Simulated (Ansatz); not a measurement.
# GeNH3 (singlet): correlated methods under varied settings

What do other methods and options give for GeNH3 (singlet) at this geometry, and how long do they take?

Method: the settings change from run to run; program: Ansatz 0.2.0, Gaussian basis.

20 further runs of the same task are left out: 1 for a known fault of the program, 8 that didn't finish, 11 set aside as unsound or not needed.

## Step 1: What is computed

The geometry is a PBE0/def2-TZVP stationary point (not a proven minimum) of the parent state, kept for this charge and spin. No spin-orbit coupling is included. The filled d shell of Ge may be among the frozen orbitals whatever the setting's name suggests; the logs give the count.

5 atoms, charge 0, spin multiplicity 1.

Atoms are counted from 1 here; the program's logs count them from 0.

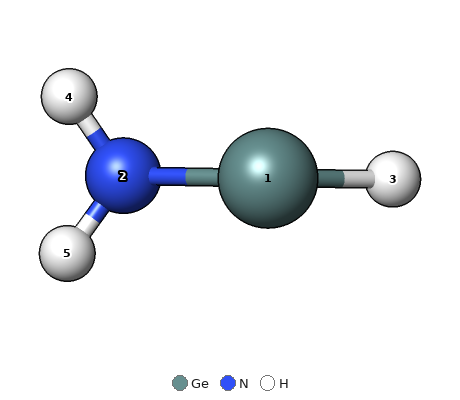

The geometry (germanium teal, nitrogen blue, hydrogen white); atoms are numbered from 1 in the order of the file.

As a file:

```xyz
5
GeH3N
Ge    0.00000    0.04440    0.33042
N     0.00000   -0.15954   -1.50583
H     0.00000   -1.31837    1.09066
H     0.82599    0.16773   -1.98869
H    -0.82599    0.16772   -1.98869
```

## Step 2: NEVPT4(SD)(14,8)/STO-3G

Contents of in.yaml:

```yaml
crystal:
  periodic: [false, false, false]
  atoms:
    - {symbol: Ge, position_ang: [0.000000, 0.044402, 0.330415]}
    - {symbol: N, position_ang: [0.000000, -0.159538, -1.505832]}
    - {symbol: H, position_ang: [0.000001, -1.318371, 1.090661]}
    - {symbol: H, position_ang: [0.825986, 0.167726, -1.988690]}
    - {symbol: H, position_ang: [-0.825986, 0.167724, -1.988690]}
basis:
  gaussian: {orbitals: STO-3G, point_charges: [{charge: 1.00, position_ang: [5.232, -0.731, -0.498]}]}
correlation: {method: fic_nevpt4_sd, electrons: all, active_space: {window: {electrons: 14, orbitals: 8}}}
scf: {lower_state_search: light}
```

Started as:

```
ansatz run in.yaml --threads 1 --pin off --events-out ev --progress --plain --max-ram 2393MiB
```

Log:

```text
Functional definition: HF
  name "HF"
  cite "Fock, Z. Phys. 61, 126 (1930) doi:10.1007/BF01340294"
  parent pbe
  exchange = exact_x
  correlation = 0
284 factors; integrals over basis functions are off by at most 2.6e-5 eV
mean field evaluation 1: about -57337.4514 eV, gradient 1.5e1 eV
mean field evaluation 2: about -57337.4857 eV, gradient 1.5e1 eV
mean field evaluation 4: about -57338.2945 eV, gradient 9.7e-1 eV
mean field evaluation 8: about -57338.3010 eV, gradient 1.8e-6 eV
mean field -57338.30102339 eV, -2107.1436973131 hartree, gradient 9.2e-7 eV, S^2 0.000000; 0 other end points of the search recorded, 0 dependent functions left out; unrestricted orbitals would lower it
reference -57338.30102339 eV, -2107.1436973131 hartree; 21, 21 occupied and 5, 5 virtual orbitals, 284 factors
state -57338.79547663 eV, -2107.1618681348 hartree
state -57338.79547663 eV, -2107.1618681348 hartree; corrected -57340.86847064 eV, -2107.2380492593 hartree
state -57338.70405751 eV, -2107.1585085441 hartree
state -57338.70405751 eV, -2107.1585085441 hartree; corrected -57340.82254544 eV, -2107.2363615393 hartree
state -57338.79547663 eV, -2107.1618681348 hartree; corrected -57340.86847064 eV, -2107.2380492593 hartree
2 active orbitals were swapped for others, from the solution at -57338.70405751 eV, -2107.1585085441 hartree to that at -57338.79547663 eV, -2107.1618681348 hartree; typed "places" are swapped only where nearly empty or full, and so, without "given_window_search", are "orbital_numbers", "shells" and a window whose orbitals a file names under [Active]
WARN: 5 active orbitals are nearly empty or full. The corrections depend on them more than the energy does, and are more stable in an active space without them
Total energy: -57340.86847064 eV, -2107.2380492593 hartree
```

Run time: 2.8 s. Hardware: 1 thread of Arm Neoverse V1, shared host; peak memory 0.28 GiB.

From the report: 64 determinants; active occupations 2.00, 2.00, 2.00, 2.00, 2.00, 2.00, 1.97, 0.03. The report marks this result as in doubt.

## Step 3: BCCD(T) on RHF/cc-pVDZ

Changes to in.yaml since step 2:

```diff
@@ -9,4 +9,4 @@
 basis:
-  gaussian: {orbitals: STO-3G, point_charges: [{charge: 1.00, position_ang: [5.232, -0.731, -0.498]}]}
-correlation: {method: fic_nevpt4_sd, electrons: all, active_space: {window: {electrons: 14, orbitals: 8}}}
-scf: {lower_state_search: light}
+  gaussian: {orbitals: cc-pVDZ}
+magnetization: {spin_polarized: false}
+correlation: {method: bccd_t, electrons: valence}
```

Same command.

Log (excerpt; [...] marks lines left out):

```text
Functional definition: HF
  name "HF"
  cite "Fock, Z. Phys. 61, 126 (1930) doi:10.1007/BF01340294"
  parent pbe
[...]
595 factors; integrals over basis functions are off by at most 1.2e-3 eV
[...]
mean field -58000.45548978 eV, -2131.4774251287 hartree, gradient 3.0e-6 eV, S^2 0.000000; 0 other end points of the search recorded, 0 dependent functions left out; unrestricted orbitals would lower it
10 core orbitals not correlated: weight in the atoms' cores, before any rotation towards them, 1.000 or more for the frozen orbitals, at most 0.000 for the correlated occupied ones
reference -58000.45548978 eV, -2131.4774251287 hartree; 11, 11 occupied and 35, 35 virtual orbitals, 595 factors
second order -7.34024973 eV of doubles, -0.00000000 eV of singles
cycle   1  -7.81961053 eV  change   -4.8e-1 eV  update   7.4e-2
[...]
cycle  10  -8.13316344 eV  change    1.0e-5 eV  update   1.2e-5
perturbative correction -0.23253699 eV, -0.0085455767 hartree
Total energy: -58008.82119021 eV, -2131.7848589490 hartree
```

Run time: 1.7 s. Hardware: 1 thread of Arm Neoverse V1, shared host.

From the report: correlation -8.3657 eV; largest double amplitude 0.10.

## Step 4: NEVPT2(6,6)/6-31G

Changes to in.yaml since step 3:

```diff
@@ -9,4 +9,3 @@
 basis:
-  gaussian: {orbitals: cc-pVDZ}
-magnetization: {spin_polarized: false}
-correlation: {method: bccd_t, electrons: valence}
+  gaussian: {orbitals: 6-31G, fitting: {mean_field: def2-universal-jkfit}}
+correlation: {method: sc_nevpt2, electrons: outside_noble_gas, active_space: {window: {electrons: 6, orbitals: 6}}}
```

Same command.

Log (excerpt; [...] marks lines left out):

```text
Functional definition: HF
  name "HF"
  cite "Fock, Z. Phys. 61, 126 (1930) doi:10.1007/BF01340294"
  parent pbe
[...]
397 factors; integrals over basis functions are off by at most 8.7e-2 eV
[...]
mean field -57991.39578031 eV, -2131.1444869465 hartree, gradient 2.7e-6 eV, S^2 0.000000; 0 other end points of the search recorded, 0 dependent functions left out; unrestricted orbitals would lower it
reference -57991.39578031 eV, -2131.1444869465 hartree; 21, 21 occupied and 23, 23 virtual orbitals, 397 factors
state -57993.37465488 eV, -2131.2172092455 hartree
state -57993.37465488 eV, -2131.2172092455 hartree; corrected -57995.46712004 eV, -2131.2941059218 hartree
state -57992.92540519 eV, -2131.2006996240 hartree
state -57992.92540519 eV, -2131.2006996240 hartree; corrected -57995.63327247 eV, -2131.3002119110 hartree
state -57992.92540519 eV, -2131.2006996240 hartree; corrected -57995.63327247 eV, -2131.3002119110 hartree
state -57992.81711116 eV, -2131.1967198919 hartree
state -57992.81711116 eV, -2131.1967198919 hartree; corrected -57995.59308345 eV, -2131.2987349917 hartree
state -57992.92540519 eV, -2131.2006996240 hartree; corrected -57995.63327247 eV, -2131.3002119110 hartree
WARN: the results are in doubt because another end's mean lies 0.449 eV lower, and its corrected mean 0.166 eV higher
Total energy: -57995.63327247 eV, -2131.3002119110 hartree
In doubt: another end's mean lies 0.449 eV lower, and its corrected mean 0.166 eV higher
```

Run time: 6.5 s. Hardware: 1 thread of Arm Neoverse V1, shared host.

From the report: 400 determinants; active occupations 1.98, 1.98, 1.97, 0.03, 0.02, 0.02. The program marks this result as in doubt; its last lines say why.

## Step 5: HF/cc-pVDZ

Changes to in.yaml since step 4:

```diff
@@ -9,3 +9,7 @@
 basis:
-  gaussian: {orbitals: 6-31G, fitting: {mean_field: def2-universal-jkfit}}
-correlation: {method: sc_nevpt2, electrons: outside_noble_gas, active_space: {window: {electrons: 6, orbitals: 6}}}
+  gaussian: {orbitals: cc-pVDZ}
+magnetization: {spin_polarized: false}
+hamiltonian: {xc: hf}
+accuracy: high
+scf: {lower_state_search: off}
+output: {forces: true, orbitals: {seedname: orbitals}}
```

Same command.

Log (excerpt; [...] marks lines left out):

```text
Functional definition: HF
  name "HF"
  cite "Fock, Z. Phys. 61, 126 (1930) doi:10.1007/BF01340294"
  parent pbe
[...]
1220 factors; integrals over basis functions are off by at most 4.4e-9 eV
[...]
mean field -58000.45564273 eV, -2131.4774307496 hartree, gradient 1.2e-8 eV, S^2 0.000000; 0 other end points of the search recorded, 0 dependent functions left out
[...]
reference -58000.45564273 eV, -2131.4774307496 hartree; 21, 21 occupied and 35, 35 virtual orbitals, 1220 factors
Total energy: -58000.45564273 eV, -2131.4774307496 hartree
Atom 0 at     0.000000     0.044402     0.330415 Å, force    -0.000002     2.056542     1.026599 eV/Å
Atom 1 at     0.000000    -0.159538    -1.505832 Å, force     0.000001    -1.135922    -0.705350 eV/Å
Atom 2 at     0.000001    -1.318371     1.090661 Å, force     0.000001    -1.067241    -0.558651 eV/Å
Atom 3 at     0.825986     0.167726    -1.988690 Å, force    -0.280524     0.073310     0.118701 eV/Å
Atom 4 at    -0.825986     0.167724    -1.988690 Å, force     0.280524     0.073310     0.118701 eV/Å
Dipole moment:    -0.000000     0.099302    -0.211958 e Å
Checks for a lower state left out: stability, starts, cluster_reference, orbital_swaps, neighbouring_geometries, increment
```

It took 2.5 s on 1 thread of Arm Neoverse V1, shared host.

## Step 6: CCSD/cc-pVDZ

Changes to in.yaml since step 5:

```diff
@@ -9,7 +9,6 @@
 basis:
-  gaussian: {orbitals: cc-pVDZ}
+  gaussian: {orbitals: cc-pVDZ, fitting: {mean_field: def2-universal-jkfit}}
 magnetization: {spin_polarized: false}
-hamiltonian: {xc: hf}
-accuracy: high
-scf: {lower_state_search: off}
-output: {forces: true, orbitals: {seedname: orbitals}}
+hamiltonian: {xc: {name: PBE}}
+correlation: {method: ccsd, electrons: all}
+output: {forces: true}
```

Same command.

Log (excerpt; [...] marks lines left out):

```text
Functional definition: PBE
  name "PBE"
  cite "Perdew, Burke & Ernzerhof, Phys. Rev. Lett. 77, 3865 (1996) doi:10.1103/PhysRevLett.77.3865"
  parent pbe
[...]
397 factors; integrals over basis functions are off by at most 3.9e-1 eV
[...]
mean field -58044.06454106 eV, -2133.0800282040 hartree, gradient 7.9e-6 eV, S^2 0.000000; 4 other end points of the search recorded, 0 dependent functions left out; unrestricted orbitals would lower it
[...]
reference -57999.72419352 eV, -2131.4505504869 hartree; 21, 21 occupied and 35, 35 virtual orbitals, 397 factors
second order -8.18881751 eV of doubles, -0.61369174 eV of singles
cycle   1  -8.77237946 eV  change    1.3e-2 eV  update   8.0e-2
[...]
cycle  12  -9.14681614 eV  change    1.7e-6 eV  update   1.5e-6
[...]
Total energy: -58008.87100966 eV, -2131.7866897799 hartree
Atom 0 at     0.000000     0.044402     0.330415 Å, force    -0.000002     2.095458     1.110206 eV/Å
Atom 1 at     0.000000    -0.159538    -1.505832 Å, force     0.000002    -1.553989    -0.383492 eV/Å
Atom 2 at     0.000001    -1.318371     1.090661 Å, force     0.000001    -1.126722    -0.438108 eV/Å
Atom 3 at     0.825986     0.167726    -1.988690 Å, force     0.231149     0.292627    -0.144303 eV/Å
Atom 4 at    -0.825986     0.167724    -1.988690 Å, force    -0.231150     0.292626    -0.144303 eV/Å
Dipole moment:    -0.000000     0.126029    -0.210493 e Å
```

Run time: 11 s. Hardware: 1 thread of Arm Neoverse V1, shared host.

From the report: correlation -9.1468 eV; T1 0.012; largest double amplitude 0.10. The orbitals are Kohn-Sham ones, so correlation energy and T1 don't compare with those on Hartree-Fock orbitals.

## Step 7: MP2 on RHF/cc-pVDZ

Changes to in.yaml since step 6:

```diff
@@ -9,6 +9,5 @@
 basis:
-  gaussian: {orbitals: cc-pVDZ, fitting: {mean_field: def2-universal-jkfit}}
+  gaussian: {orbitals: cc-pVDZ}
 magnetization: {spin_polarized: false}
-hamiltonian: {xc: {name: PBE}}
-correlation: {method: ccsd, electrons: all}
-output: {forces: true}
+correlation: {method: mp2, electrons: all}
+scf: {lower_state_search: off}
```

Same command.

Log:

```text
Functional definition: HF
  name "HF"
  cite "Fock, Z. Phys. 61, 126 (1930) doi:10.1007/BF01340294"
  parent pbe
  exchange = exact_x
  correlation = 0
these checks for a lower state are left out or cut short: stability, starts, cluster_reference, orbital_swaps, neighbouring_geometries, increment
595 factors; integrals over basis functions are off by at most 1.2e-3 eV
mean field evaluation 1: about -57998.3515 eV, gradient 3.0e1 eV
mean field evaluation 2: about -57998.3532 eV, gradient 3.0e1 eV
mean field evaluation 4: about -58000.4290 eV, gradient 2.1e0 eV
mean field evaluation 8: about -58000.4555 eV, gradient 1.6e-4 eV
mean field -58000.45548978 eV, -2131.4774251287 hartree, gradient 3.0e-6 eV, S^2 0.000000; 0 other end points of the search recorded, 0 dependent functions left out
reference -58000.45548978 eV, -2131.4774251287 hartree; 21, 21 occupied and 35, 35 virtual orbitals, 595 factors
second order -7.67760821 eV of doubles, -0.00000000 eV of singles
Total energy: -58008.13309799 eV, -2131.7595720264 hartree
Checks for a lower state left out: stability, starts, cluster_reference, orbital_swaps, neighbouring_geometries, increment
```

It took 0.57 s on 1 thread of Arm Neoverse V1, shared host.

## Step 8: CCSDT(Q)/B on RHF/STO-3G

Changes to in.yaml since step 7:

```diff
@@ -9,5 +9,5 @@
 basis:
-  gaussian: {orbitals: cc-pVDZ}
+  gaussian: {orbitals: STO-3G}
 magnetization: {spin_polarized: false}
-correlation: {method: mp2, electrons: all}
-scf: {lower_state_search: off}
+correlation: {method: ccsdt_q_b, electrons: valence}
+scf: {lower_state_search: full}
```

Launched as before.

Log (excerpt; [...] marks lines left out):

```text
Functional definition: HF
  name "HF"
  cite "Fock, Z. Phys. 61, 126 (1930) doi:10.1007/BF01340294"
  parent pbe
[...]
357 factors; integrals over basis functions are off by at most 3.9e-8 eV
[...]
mean field -57338.39809766 eV, -2107.1472647267 hartree, gradient 1.4e-6 eV, S^2 0.000000; 0 other end points of the search recorded, 0 dependent functions left out; unrestricted orbitals would lower it
10 core orbitals not correlated: weight in the atoms' cores, before any rotation towards them, 1.000 or more for the frozen orbitals, at most 0.000 for the correlated occupied ones
reference -57338.39809766 eV, -2107.1472647267 hartree; 11, 11 occupied and 5, 5 virtual orbitals, 357 factors
second order -1.96835600 eV of doubles, -0.00000000 eV of singles
cycle   1  -2.43006507 eV  change   -4.6e-1 eV  update   6.7e-2
[...]
cycle  19  -2.75187192 eV  change    2.2e-7 eV  update   1.9e-6
perturbative correction -0.00246654 eV, -0.0000906436 hartree
Total energy: -57341.15243612 eV, -2107.2484847981 hartree
```

Wall time 1.2 s (1 thread of Arm Neoverse V1, shared host).

From the report: correlation -2.7543 eV; T1 0.007; largest double amplitude 0.13.

## Step 9: MP2 on RHF/6-31G*

Changes to in.yaml since step 8:

```diff
@@ -9,5 +9,4 @@
 basis:
-  gaussian: {orbitals: STO-3G}
+  gaussian: {orbitals: "6-31G*"}
 magnetization: {spin_polarized: false}
-correlation: {method: ccsdt_q_b, electrons: valence}
-scf: {lower_state_search: full}
+correlation: {method: mp2, electrons: outside_noble_gas}
```

The command is unchanged.

Log:

```text
Functional definition: HF
  name "HF"
  cite "Fock, Z. Phys. 61, 126 (1930) doi:10.1007/BF01340294"
  parent pbe
  exchange = exact_x
  correlation = 0
543 factors; integrals over basis functions are off by at most 5.4e-4 eV
mean field evaluation 1: about -57991.1509 eV, gradient 3.1e1 eV
mean field evaluation 2: about -57991.1638 eV, gradient 3.1e1 eV
mean field evaluation 4: about -57993.1842 eV, gradient 2.1e0 eV
mean field evaluation 8: about -57993.2100 eV, gradient 5.2e-4 eV
mean field -57993.20999244 eV, -2131.2111580125 hartree, gradient 2.4e-6 eV, S^2 0.000000; 0 other end points of the search recorded, 0 dependent functions left out; unrestricted orbitals would lower it
mean field evaluation 16: about -57993.3766 eV, gradient 5.0e-1 eV
15 core orbitals not correlated: weight in the atoms' cores, before any rotation towards them, 0.999 or more for the frozen orbitals, at most 0.002 for the correlated occupied ones
reference -57993.20999244 eV, -2131.2111580125 hartree; 6, 6 occupied and 35, 35 virtual orbitals, 543 factors
second order -6.36340120 eV of doubles, -0.00000000 eV of singles
Total energy: -57999.57339364 eV, -2131.4450086933 hartree
```

Run time: 0.69 s. Hardware: 1 thread of Arm Neoverse V1, shared host.

## Step 10: BCCD(T) on RHF/cc-pVDZ

Changes to in.yaml since step 9:

```diff
@@ -9,4 +9,5 @@
 basis:
-  gaussian: {orbitals: "6-31G*"}
+  gaussian: {orbitals: cc-pVDZ}
 magnetization: {spin_polarized: false}
-correlation: {method: mp2, electrons: outside_noble_gas}
+correlation: {method: bccd_t, electrons: valence}
+output: {forces: true}
```

Same command.

Log (excerpt; [...] marks lines left out):

```text
Functional definition: HF
  name "HF"
  cite "Fock, Z. Phys. 61, 126 (1930) doi:10.1007/BF01340294"
  parent pbe
[...]
595 factors; integrals over basis functions are off by at most 1.2e-3 eV
[...]
mean field -58000.45548978 eV, -2131.4774251287 hartree, gradient 3.0e-6 eV, S^2 0.000000; 0 other end points of the search recorded, 0 dependent functions left out; unrestricted orbitals would lower it
10 core orbitals not correlated: weight in the atoms' cores, before any rotation towards them, 1.000 or more for the frozen orbitals, at most 0.000 for the correlated occupied ones
reference -58000.45548978 eV, -2131.4774251287 hartree; 11, 11 occupied and 35, 35 virtual orbitals, 595 factors
second order -7.34024973 eV of doubles, -0.00000000 eV of singles
cycle   1  -7.81961052 eV  change   -4.8e-1 eV  update   7.4e-2
[...]
cycle  12  -8.13316694 eV  change    1.0e-6 eV  update   1.4e-6
perturbative correction -0.23253701 eV, -0.0085455775 hartree
[...]
Total energy: -58008.82119373 eV, -2131.7848590785 hartree
Atom 0 at     0.000000     0.044402     0.330415 Å, force    -0.000002     2.120068     1.181884 eV/Å
Atom 1 at     0.000000    -0.159538    -1.505832 Å, force     0.000002    -1.654499    -0.392308 eV/Å
Atom 2 at     0.000001    -1.318371     1.090661 Å, force     0.000001    -1.147773    -0.404241 eV/Å
Atom 3 at     0.825986     0.167726    -1.988690 Å, force     0.326262     0.341102    -0.192668 eV/Å
Atom 4 at    -0.825986     0.167724    -1.988690 Å, force    -0.326263     0.341102    -0.192668 eV/Å
Dipole moment:    -0.000000     0.126453    -0.219259 e Å
```

Run time: 6 s. Hardware: 1 thread of Arm Neoverse V1, shared host.

From the report: correlation -8.3657 eV; largest double amplitude 0.10.

## Step 11: The runs in one table

Where basis and cores are those of an earlier RCCSDT(Q)/cc-pVDZ run (-58008.3497 eV), and the state is the same kind, the miss against it is given. † marks a result that the program doubts.

```
                                            level         correlated  functions  energy (eV)  from RCCSDT(Q) (meV)    time
NEVPT4(SD)(14,8)/STO-3G (beside a point charge) †                all         26  -57340.8685                         2.8 s
                           BCCD(T) on RHF/cc-pVDZ            valence         56  -58008.8212                         1.7 s
                              NEVPT2(6,6)/6-31G †  outside noble gas         44  -57995.6333                         6.5 s
                                       HF/cc-pVDZ                            56  -58000.4556                7894.1   2.5 s
                   CCSD/cc-pVDZ (on PBE orbitals)                all         56  -58008.8710                          11 s
                               MP2 on RHF/cc-pVDZ                all         56  -58008.1331                        0.57 s
                         CCSDT(Q)/B on RHF/STO-3G            valence         26  -57341.1524                         1.2 s
                                MP2 on RHF/6-31G*  outside noble gas         56  -57999.5734                        0.69 s
                           BCCD(T) on RHF/cc-pVDZ            valence         56  -58008.8212                           6 s
```

## Step 12: Results

| quantity | value |
| --- | --- |
| runs | 9 |
| quickest | MP2 on RHF/cc-pVDZ, 0.57 s |
| slowest | CCSD/cc-pVDZ (on PBE orbitals), 11 s |

Total energies in different bases, with other cores or another treatment of relativity can't be set against each other. CCSD/cc-pVDZ (on PBE orbitals) took 18 times as long as MP2 on RHF/cc-pVDZ; the jobs differ in more than the method. Hartree-Fock, CASSCF and CASCI lack dynamic correlation by design.
